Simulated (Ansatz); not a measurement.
# Calculations on Si₂H₇O

Part 1: Relaxation

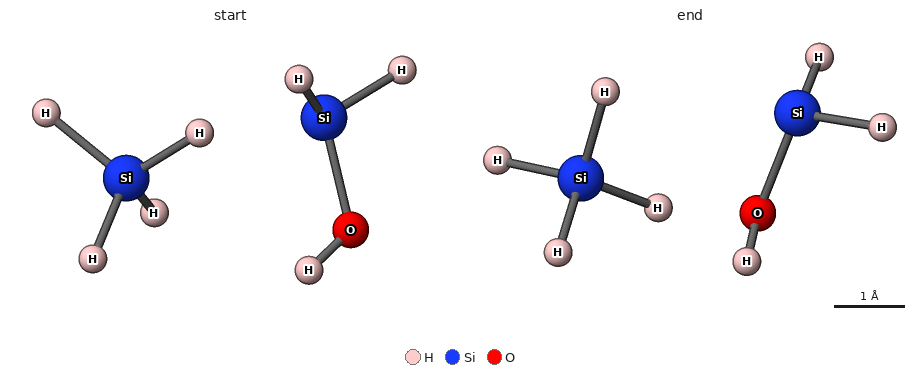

The structure of Si₂H₇O (multiplicity 2) (started from a transition state, displaced along its imaginary mode) before (left) and after (right) a relaxation, at one scale.

A ball-and-stick model, seen from a free direction.

Method: UKS PBE0-D4/def2-TZVP in Ansatz 0.2.0.

Input
```yaml
crystal:
  periodic: [false, false, false]
  atoms:
    - {symbol: H, position_ang: [-0.080284, 0.517137, 0.559543]}
    - {symbol: Si, position_ang: [1.506217, 0.004837, -0.831123]}
    - {symbol: O, position_ang: [0.571548, -0.917413, -1.853883]}
    - {symbol: Si, position_ang: [-1.339893, 0.463651, 1.167325]}
    - {symbol: H, position_ang: [2.043487, 1.121522, -1.629081]}
    - {symbol: H, position_ang: [2.547382, -0.796598, -0.125873]}
    - {symbol: H, position_ang: [0.202082, -1.728648, -1.507348]}
    - {symbol: H, position_ang: [-1.252025, 0.950238, 2.582232]}
    - {symbol: H, position_ang: [-2.331598, 1.316438, 0.442198]}
    - {symbol: H, position_ang: [-1.867117, -0.931065, 1.196110]}
basis:
  gaussian: {orbitals: def2-TZVP}
magnetization: {spin_polarized: true, initial_magnetization: 1}
hamiltonian: {xc: pbe0, dispersion: d4}
relax: {f_tol: 0.005, max_steps: 200}
```

Run as
```bash
ansatz run in.yaml --threads 4 --pin off --events-out ev --progress --plain --max-ram 9574MiB
```

Describe what moved and what it gained.

Over 75 accepted moves (77 points after the start) the energy falls by 0.435 eV. Largest force component: 2.7 eV/Å at the start, 0.0019 eV/Å at the end. The line search rejected the trial steps at points 43, 44 of the run. The forces were under the threshold at step 70, but the run went on from there. H6 moves most after the best rigid fit: 1.91 Å. Largest moves by element: H 1.91 Å, O 0.81 Å, Si 0.54 Å. Among the contacts that change: H1–Si2 2.171 → 3.269 Å, H1–Si4 1.400 → 1.485 Å, Si4–H9 1.496 → 1.482 Å, Si2–H5 1.474 → 1.487 Å. Among the angles between lasting bonds that change: H5–Si2–H6 114.1° → 110.7°, H9–Si4–H10 108.0° → 110.4°.

Part 2: Relaxation

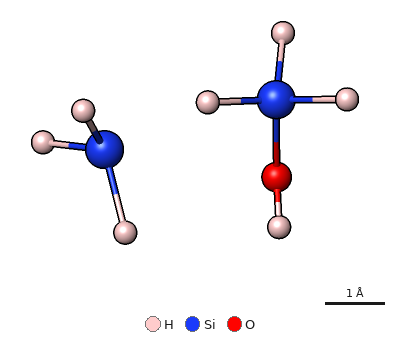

This is the input geometry for a relaxation of Si$_{2}$H$_{7}$O (multiplicity 2) (started from a transition state, displaced along its imaginary mode). The picture is a ball-and-stick view, seen at a tilt.

Method: Ansatz, UKS PBE0-D4/def2-TZVP.

Input
```yaml
crystal:
  periodic: [false, false, false]
  atoms:
    - {symbol: H, position_ang: [0.409151, 0.427350, 0.224294]}
    - {symbol: Si, position_ang: [1.359337, 0.026264, -0.732887]}
    - {symbol: O, position_ang: [0.579950, -0.905585, -1.838269]}
    - {symbol: Si, position_ang: [-1.449250, 0.477983, 1.240449]}
    - {symbol: H, position_ang: [1.978990, 1.120507, -1.550414]}
    - {symbol: H, position_ang: [2.467666, -0.758147, -0.094085]}
    - {symbol: H, position_ang: [0.199796, -1.734901, -1.537020]}
    - {symbol: H, position_ang: [-1.296723, 0.973180, 2.624877]}
    - {symbol: H, position_ang: [-2.367359, 1.320756, 0.440618]}
    - {symbol: H, position_ang: [-1.881756, -0.947306, 1.222537]}
basis:
  gaussian: {orbitals: def2-TZVP}
magnetization: {spin_polarized: true, initial_magnetization: 1}
hamiltonian: {xc: pbe0, dispersion: d4}
relax: {f_tol: 0.005, max_steps: 200}
```

Command:
```bash
ansatz run in.yaml --threads 4 --pin off --events-out ev --progress --plain --max-ram 9574MiB
```

**What does the optimiser find from here?**

Over 45 accepted moves (47 points after the start) the energy falls by 10.2 kcal/mol. The largest force component goes from 2.2 to 0.0044 eV/Å. The line search rejected the trial steps at points 4, 30 of the run. H1 moves most after the best rigid fit: 1.95 Å. By element the largest moves are H 1.95 Å, O 0.92 Å, Si 0.26 Å. Near-neighbour distances that change, for instance: H1–Si4 2.119 → 3.872 Å, H1–Si2 1.407 → 1.488 Å, Si2–H5 1.500 → 1.480 Å, Si2–H6 1.501 → 1.489 Å. Bond angles that change, for instance: H1–Si2–H5 116.2° → 110.2°, H1–Si2–O3 107.4° → 111.7°, H1–Si2–H6 111.0° → 108.2°.

Step by step:

```tsv
step	E − E(0), kcal/mol	largest force component, eV/Å	note
0	0.00	2.2222	
1	-6.42	0.2883	
2	-7.85	0.1222	
3	-8.35	0.1673	
4	-7.02	0.9646	rejected
5	-8.45	0.0239	
6	-8.52	0.0817	
7	-8.57	0.1499	
8	-8.62	0.1699	
9	-8.66	0.4051	
10	-8.83	0.2776	
12	-9.19	0.5017	
14	-9.48	0.2161	
16	-9.58	0.1144	
18	-9.63	0.0913	
20	-9.66	0.0732	
22	-9.69	0.0811	
24	-9.72	0.1262	
26	-9.75	0.2062	
28	-9.82	0.0351	
29	-9.88	0.0992	
31	-9.89	0.0178	
33	-9.97	0.1414	
35	-10.05	0.0552	
37	-10.12	0.1004	
39	-10.17	0.0320	
41	-10.19	0.0530	
43	-10.20	0.0102	
45	-10.20	0.0053	
47	-10.20	0.0044
```

Final geometry:

```xyz
10

H     2.0662   -0.5123    0.6241
Si    1.5941   -0.0917   -0.7226
O     0.1086   -0.7251   -1.0750
Si   -1.6115    0.5592    1.1858
H     1.4292    1.3783   -0.7692
H     2.6065   -0.5232   -1.7249
H     0.0205   -1.6792   -1.0834
H    -2.1350    1.2526    2.3958
H    -2.0971    1.2211   -0.0503
H    -1.9817   -0.8795    1.2197
```

After the run, drawn alike:

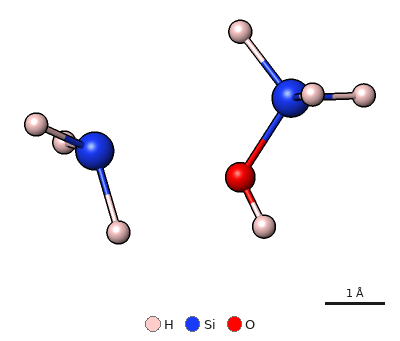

Part 3: Reaction

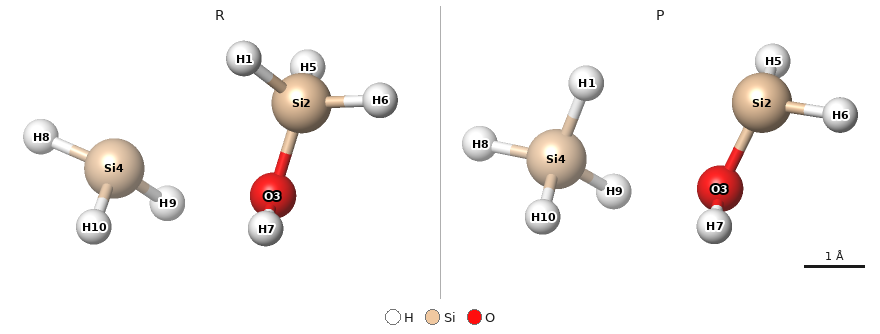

Reactant (R) and product (P) of one elementary step of Si2H7O (multiplicity 2). A ball-and-stick model, seen at a tilt.

Stationary points at PBE0-D4/def2-TZVP, single-point energies with CCSD(T)/CBS, wB97M-V, PBE-D4 (def2-TZVPP where no basis is named; Ansatz 0.2.0). The energies are electronic, without zero-point or thermal terms, and both ends are the minima reached downhill from the saddle, with any fragments still in contact. CCSD(T)/CBS stands for a frozen-core estimate: MP2 correlation extrapolated from def2-TZVPP and def2-QZVPP, CCSD(T) minus MP2 from the smaller set.

R:
```xyz
10

H     2.0565   -0.5179    0.6508
Si    1.6020   -0.1024   -0.7034
O     0.1179   -0.7313   -1.0698
Si   -1.6227    0.5724    1.1640
H     1.4441    1.3680   -0.7597
H     2.6240   -0.5436   -1.6916
H     0.0258   -1.6850   -1.0743
H    -2.1572    1.2745    2.3642
H    -2.0910    1.2298   -0.0811
H    -1.9996   -0.8644    1.2011
```

P:
```xyz
10

H     0.0314    0.7299    1.5146
Si    1.9195   -0.3193   -0.9395
O     0.3432   -0.8029   -1.0845
Si   -1.4118    0.5143    1.2384
H     1.8876    1.1653   -1.0145
H     2.7542   -0.8862   -2.0450
H     0.1760   -1.7435   -1.1649
H    -2.2006    1.1201    2.3449
H    -1.7937    1.1621   -0.0389
H    -1.7059   -0.9398    1.1895
```

What is the transition state like, and how high is the barrier?

Counted by bonded pieces, R holds SiH₃ + SiH₄O and P holds SiH₃O + SiH₄. From R over the saddle to P, a bond forms: H1–Si4 (3.87 → 1.76 → 1.49 Å). A bond breaks: H1–Si2 (1.49 → 1.79 → 3.27 Å). The saddle has one imaginary mode, 1020i cm⁻¹. With CCSD(T)/CBS the barrier is 56.2 kJ/mol from R and 52.6 kJ/mol from P, and P lies 3.6 kJ/mol above R.

```
      level  barrier from R (kJ/mol)  barrier from P (kJ/mol)  P less R (kJ/mol)
CCSD(T)/CBS                     56.2                     52.6                3.6
    wB97M-V                     49.9                     48.6                1.3
     PBE-D4                     22.0                     22.5               −0.4
```

Against CCSD(T)/CBS, wB97M-V comes closest on the barrier from R (−6.3 kJ/mol) and PBE-D4 misses most (−34.2 kJ/mol).

Saddle geometry:

```xyz
10

H     0.1644    0.4722    0.3919
Si    1.4328    0.0155   -0.7820
O     0.5757   -0.9115   -1.8461
Si   -1.3946    0.4708    1.2039
H     2.0112    1.1210   -1.5897
H     2.5075   -0.7774   -0.1100
H     0.2009   -1.7318   -1.5222
H    -1.2744    0.9617    2.6036
H    -2.3495    1.3186    0.4414
H    -1.8744   -0.9392    1.2093
```

The saddle point in the same view, with dashed sticks for the bonds that form or break:

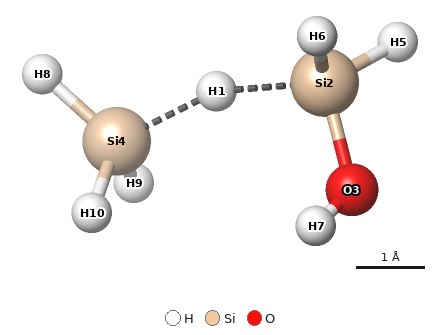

Limits of the set-up: the start holds two separate molecules, 3.1 Å apart at their closest, whose relative position is a soft coordinate.
